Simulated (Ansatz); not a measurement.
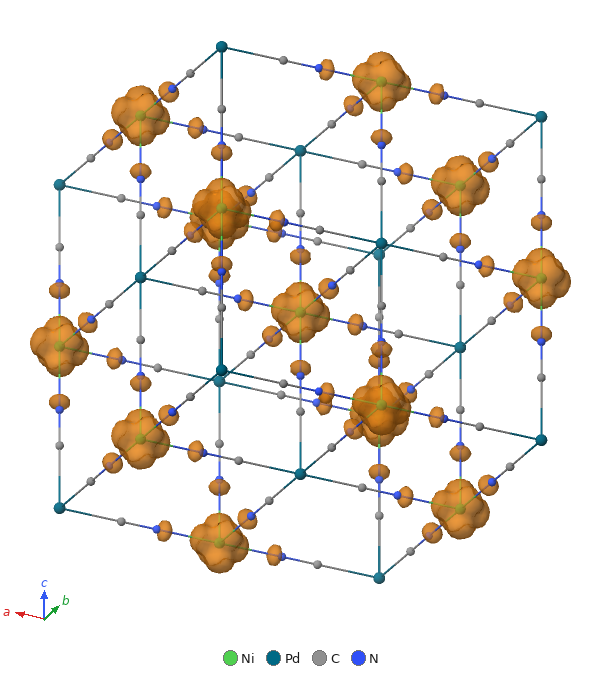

*NiPdC$_{6}$N$_{6}$. Isosurface of the magnetisation density (up minus down) at +0.1 e/Å³ (orange), seen at an oblique angle. Sticks mark near contacts.*

Space group Fm-3m; a structure generated by program, which may or may not match a known phase; spin-polarised.

Theory: DFT PBE, scalar-relativistic, plane waves, PAW in Ansatz.

In a PAW calculation such maps are meaningful between the atoms, not at the nuclei.

Describe the spin distribution.

The spin density sits on Ni: +1.6 μB (×4) in one cell of 56 atoms: parallel main moments, as they must be, since the calculation's own cell holds one magnetic site. The cell of the calculation (14 atoms) carries 2.0 μB of net spin moment.
